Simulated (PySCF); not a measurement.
# InB (triplet): what the fields show

```xyz
2

In    0.0000    0.0000   -0.2129
B     0.0000    0.0000    2.2221
```

Core potentials replace the inner electrons of In.

Level of theory: PBE0/def2-SVPD, non-relativistic Hamiltonian with scalar-relativistic core potentials where named, at a bond length of 2.435 Å (PySCF).

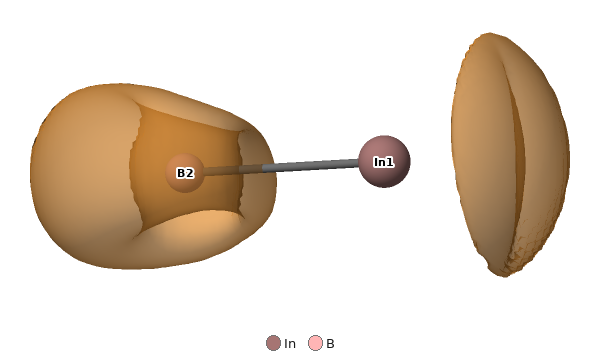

Figure 1. Isosurface of the ELF at 0.85 (orange), seen from one side. Only the valence region is drawn (cores and ρ < 0.01 e/Å³ removed).

**Describe the localisation domains.**

At this value the surface marks out one lobe on B, pointing away from the bonds (non-bonding electrons) and one lobe on In, pointing away from the bonds (non-bonding electrons).


In–B (2.43 Å): the ELF peaks at about 0.95 in the valence shell of B, 0.8 Å from its nucleus, and drops to about 0.20 between the two atoms.

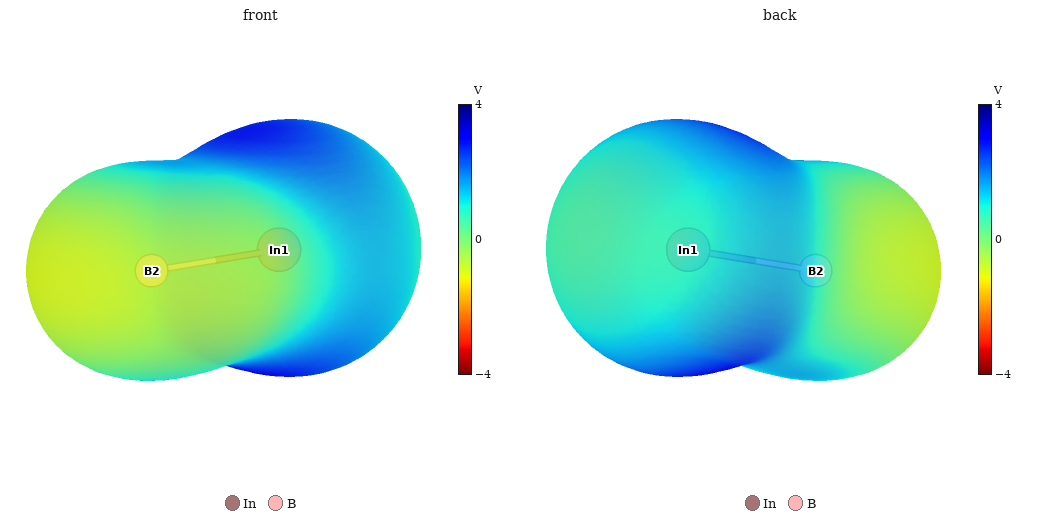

Figure 2. The electrostatic potential painted on the density surface at 0.004 e/bohr³, seen from the front and from behind; red is negative and blue positive.

**Which sites attract a positive test charge, and which a negative one?**

A positive charge is drawn to the negative regions and a negative charge to the positive ones. The most negative region (about −1.0 V, or −23 kcal/mol for a unit charge) lies over B2, the most positive (about +3.0 V, or +69 kcal/mol for a unit charge) over In1.

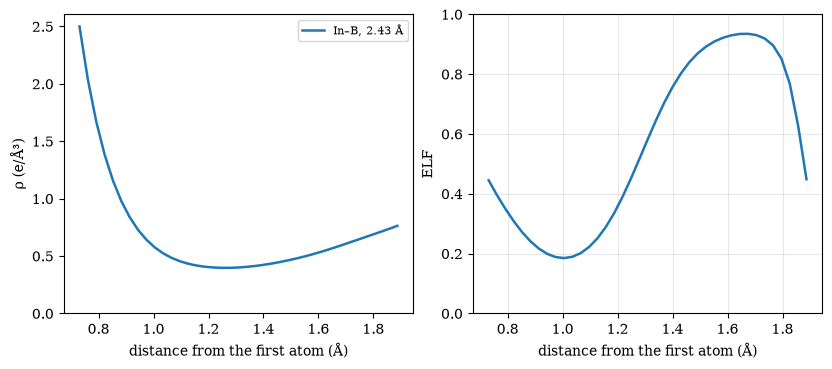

Figure 3. Electron density and electron localisation function along straight lines between neighbouring atoms. The curves leave out the atomic cores.

**What can be read from the curves?**

In–B (2.43 Å): ρ is about 0.4 e/Å³ halfway; the ELF peaks at about 0.95 in the valence shell of B, 0.8 Å from its nucleus, and drops to about 0.20 between the two atoms.
